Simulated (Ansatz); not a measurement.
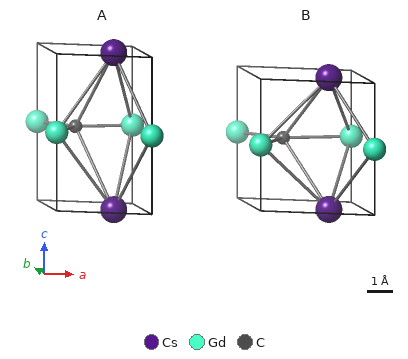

Two geometries of solid CsGdC (a generated structure, set up in P-6m2) (coarse preliminary run), drawn at one scale. One is the start of a relaxation, the other its converged end. A ball-and-stick model of the cell of the calculation, seen slightly off an axis.

These are results of DFT PBE, scalar-relativistic, plane waves, PAW in Ansatz 0.2.0, not measurements. Set-up: plane-wave cutoff 420 eV; k-point mesh 6 × 6 × 4; occupations gaussian; smearing width 0.1 eV; collinear spin; cell and atoms relaxed; force threshold 0.04 eV/Å; at most 70 steps.

Q: Which of the two is the end point?

A: Structure A is the relaxed one. Over 7 accepted moves (9 points after the start) the energy falls by 573 meV per atom. All forces vanish by symmetry, so only the cell relaxes. Pressure: −6.68 GPa at the start and 0.06 GPa at the end. The SCF was repeated twice at an unchanged geometry on a basis and grid sized afresh for the cell, which shifted the energy by 4.7 meV per atom at most. The atoms keep their places relative to the cell (all moves are under 0.005 Å). The drawn cell changes as follows: a = b 4.916 → 4.111 Å (−16.4 %), c 5.420 → 6.457 Å (+19.1 %); the volume changes by −16.7 %. Among the contacts that change: Cs–Cs 4.916 → 4.111 Å, C–Gd 2.838 → 2.373 Å, C–Cs 3.924 → 4.007 Å, Cs–Gd 3.924 → 4.007 Å. Bond angles that change, for instance: Gd–Cs–Gd 87.3° → 107.4°, Gd–Cs–Gd 77.6° → 61.7°, Gd–Cs–Gd 137.6° → 145.5°. The space group stays P-6m2 (No. 187). Cost: 2.2 min on 1 thread of Arm Neoverse V2, on a shared host, peak memory 0.42 GiB.
